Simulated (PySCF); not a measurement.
# SiH2O2 (SMILES O[Si]O): r2SCAN/aug-cc-pVDZ

Aim: the energy change on altering one bond length of SiH2O2 at r2SCAN/aug-cc-pVDZ, from 2 runs. The job is set up through a Python script.

The results are computed with PySCF 2.14.0.

1 further run of the same task is left out (set aside as unsound or not needed).

## Step 1: The system as given

SiH2O2 has 5 atoms, charge 0, and is taken as a singlet. As SMILES, `O[Si]O`. Geometry: relaxed at PBE0-D4/def2-TZVP. This is one conformer, not always the lowest.

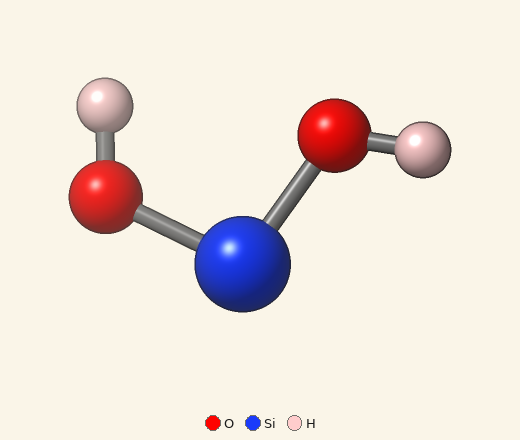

Viewed from a chosen angle; oxygen red, silicon blue, hydrogen pink.

## Step 2: The energy at r2SCAN/aug-cc-pVDZ

Contents of job.py:

```python
# O[Si]O
from pyscf import gto, dft

molecule = gto.Mole()
molecule.atom = [
    ('O', (-1.443200, -0.105600, -0.275000)),
    ('Si', (-0.212000, -0.791300, 0.567700)),
    ('O', (1.036000, 0.187500, 0.068600)),
    ('H', (-1.231900, 0.648900, -0.836100)),
    ('H', (1.901100, -0.013100, 0.433400)),
]
molecule.verbose = 4
molecule.charge = 0
molecule.max_memory = 1860
molecule.basis = 'aug-cc-pvdz'
molecule.build()

mf = dft.RKS(molecule, xc='r2scan')
mf.grids.level = 5
mf.conv_tol = 1e-10
mf.kernel()
if not mf.converged:
    mf = mf.newton().run(mf.mo_coeff, mf.mo_occ)

e_tot = mf.e_tot
print('E = %.10f Eh' % e_tot)
```

Started as:

```bash
$ OMP_NUM_THREADS=1 python job.py
```

The program printed:

```text
PySCF version 2.14.0

[INPUT] num. atoms = 5
[INPUT] num. electrons = 32
[INPUT] charge = 0
[INPUT] spin (= nelec alpha-beta = 2S) = 0
[INPUT] symmetry False subgroup None
[INPUT] Mole.unit = angstrom
[INPUT] Symbol           X                Y                Z      unit          X                Y                Z       unit  Magmom
[INPUT]  1 O     -1.443200000000  -0.105600000000  -0.275000000000 AA   -2.727252742972  -0.199555078754  -0.519674684255 Bohr   0.0
[INPUT]  2 Si    -0.212000000000  -0.791300000000   0.567700000000 AA   -0.400621938408  -1.495340282368   1.072797520916 Bohr   0.0
[INPUT]  3 O      1.036000000000   0.187500000000   0.068600000000 AA    1.957756265049   0.354323648356   0.129635212145 Bohr   0.0
[INPUT]  4 H     -1.231900000000   0.648900000000  -0.836100000000 AA   -2.327953612852   1.226243282230  -1.580000012749 Bohr   0.0
[INPUT]  5 H      1.901100000000  -0.013100000000   0.433400000000 AA    3.592558335411  -0.024755412232   0.819007302386 Bohr   0.0

nuclear repulsion = 103.646253676322
number of shells = 34
number of NR pGTOs = 142
number of NR cGTOs = 91
basis = aug-cc-pvdz
ecp = {}

******** <class 'pyscf.dft.rks.RKS'> ********
method = RKS
initial guess = minao
damping factor = 0
level_shift factor = 0
DIIS = <class 'pyscf.scf.diis.CDIIS'>
diis_start_cycle = 1
diis_space = 8
diis_damp = 0
SCF conv_tol = 1e-10
SCF conv_tol_grad = None
SCF max_cycles = 50
direct_scf = True
direct_scf_tol = 1e-13
XC library pyscf.dft.libxc version 7.0.0
    S. Lehtola, C. Steigemann, M. J.T. Oliveira, and M. A.L. Marques.,  SoftwareX 7, 1–5 (2018)
XC functionals = r2scan
    J. W. Furness, A. D. Kaplan, J. Ning, J. P. Perdew, and J. Sun.,  J. Phys. Chem. Lett. 11, 8208-8215 (2020)
    J. W. Furness, A. D. Kaplan, J. Ning, J. P. Perdew, and J. Sun.,  J. Phys. Chem. Lett. 11, 9248-9248 (2020)
    J. W. Furness, A. D. Kaplan, J. Ning, J. P. Perdew, and J. Sun.,  J. Phys. Chem. Lett. 11, 8208-8215 (2020)
    J. W. Furness, A. D. Kaplan, J. Ning, J. P. Perdew, and J. Sun.,  J. Phys. Chem. Lett. 11, 9248-9248 (2020)
radial grids:
    Treutler-Ahlrichs [JCP 102, 346 (1995); DOI:10.1063/1.469408] (M4) radial grids

becke partition: Becke, JCP 88, 2547 (1988); DOI:10.1063/1.454033
pruning grids: <function nwchem_prune>
grids dens level: 5
symmetrized grids: False
atomic radii adjust function: <function treutler_atomic_radii_adjust>
small_rho_cutoff = 0
Set gradient conv threshold to 1e-05
Initial guess from minao.
tot grids = 176592
init E= -441.315590797539
  HOMO = -0.265336157682966  LUMO = -0.098556595089339  gap/eV = 4.53830
cycle= 1 E= -440.927439340089  delta_E= 0.388  |g|= 1.01  |ddm|= 2.47
  HOMO = -0.122568824529016  LUMO = -0.0235040358809666  gap/eV = 2.69569
cycle= 2 E= -440.096951793953  delta_E= 0.83  |g|= 2.18  |ddm|= 2.11
  HOMO = -0.217660482836008  LUMO = -0.0624848000285225  gap/eV = 4.22255
cycle= 3 E= -441.117581671689  delta_E= -1.02  |g|= 0.116  |ddm|= 1.55
  HOMO = -0.237369243036867  LUMO = -0.0767435100570371  gap/eV = 4.37085
cycle= 4 E= -441.121558077795  delta_E= -0.00398  |g|= 0.0444  |ddm|= 0.22
  HOMO = -0.229723250892782  LUMO = -0.0703333114549531  gap/eV = 4.33722
cycle= 5 E= -441.122090887665  delta_E= -0.000533  |g|= 0.0176  |ddm|= 0.0533
  HOMO = -0.229370658618391  LUMO = -0.0703519376128483  gap/eV = 4.32712
cycle= 6 E= -441.12214878755  delta_E= -5.79e-05  |g|= 0.00663  |ddm|= 0.0178
  HOMO = -0.229596984574378  LUMO = -0.0705988863563132  gap/eV = 4.32656
cycle= 7 E= -441.12215765003  delta_E= -8.86e-06  |g|= 0.000792  |ddm|= 0.0059
  HOMO = -0.229636352126076  LUMO = -0.0706059908779979  gap/eV = 4.32744
cycle= 8 E= -441.122157798901  delta_E= -1.49e-07  |g|= 0.000119  |ddm|= 0.00102
  HOMO = -0.229648807739308  LUMO = -0.0706140664975075  gap/eV = 4.32756
cycle= 9 E= -441.122157802396  delta_E= -3.5e-09  |g|= 1.81e-05  |ddm|= 0.000153
  HOMO = -0.229647277739642  LUMO = -0.0706124860646407  gap/eV = 4.32756
cycle= 10 E= -441.122157802484  delta_E= -8.8e-11  |g|= 3.55e-06  |ddm|= 3.51e-05
  HOMO = -0.229647050156998  LUMO = -0.0706125425501472  gap/eV = 4.32755
Extra cycle  E= -441.122157802484  delta_E= 2.27e-13  |g|= 4.77e-06  |ddm|= 1.11e-05
converged SCF energy = -441.122157802484
E = -441.1221578025 Eh
```

Wall time 29 s (1 thread of Intel Xeon at 2.70GHz, shared host); peak memory 0.5 GiB.

## Step 3: The distorted shape at the same level

Contents of input.xyz:

```xyz
5
H2O2Si
O     -1.875757    -0.005298    -0.457403
Si    -0.644557    -0.690998     0.385297
O      0.603443     0.287802    -0.113803
H     -1.664457     0.749202    -1.018503
H      1.901100    -0.013100     0.433400
```

Contents of job.py:

```python
from pyscf import gto, dft

mol = gto.Mole()
mol.atom = 'input.xyz'
mol.max_memory = 1860
mol.basis = 'aug-cc-pvdz'
mol.charge = 0
mol.verbose = 3
mol.build()

mf = dft.RKS(mol, xc='r2scan')
mf.conv_tol = 1e-10
mf.grids.level = 5
mf.kernel()
if not mf.converged:
    mf = mf.newton().run(mf.mo_coeff, mf.mo_occ)

etot = mf.e_tot
print('E = %.10f Eh' % etot)
```

Started as:

```bash
$ OMP_NUM_THREADS=1 python job.py
```

The program printed:

```text
converged SCF energy = -441.037413693585
E = -441.0374136936 Eh
```

It took 21 s on 1 thread of Intel Xeon at 2.70GHz, shared host; peak memory 0.5 GiB.

## Step 4: Results

Level: r2SCAN/aug-cc-pVDZ.

| quantity | value |
| --- | --- |
| first shape: total energy | -441.12216 Eh |
| first shape: dipole moment | 1.84 D |
| first shape: HOMO energy | -6.25 eV |
| first shape: LUMO energy | -1.92 eV |
| first shape: HOMO–LUMO gap | 4.33 eV |
| distorted shape: total energy | -441.03741 Eh |
| distorted shape: dipole moment | 2.21 D |
| distorted shape: HOMO energy | -6.08 eV |
| distorted shape: LUMO energy | -3.33 eV |
| distorted shape: HOMO–LUMO gap | 2.74 eV |
| energy change with the O3–H5 bond stretched from 0.960 to 1.440 Å | 2.306 eV |

In words: One bond (distorted shape) is far stretched, which a spin-restricted single reference describes badly; a broken-symmetry solution may lie lower. With the O3–H5 bond stretched from 0.960 to 1.440 Å the energy rises by 2.31 eV (53 kcal/mol). The first shape isn't relaxed at this level, so the change isn't measured from a minimum. A restricted reference can't describe the breaking bond well at this length. Mulliken charges (first shape) run from -0.60 on O3 to +0.89 on Si2; in a basis this large or diffuse they mean little.
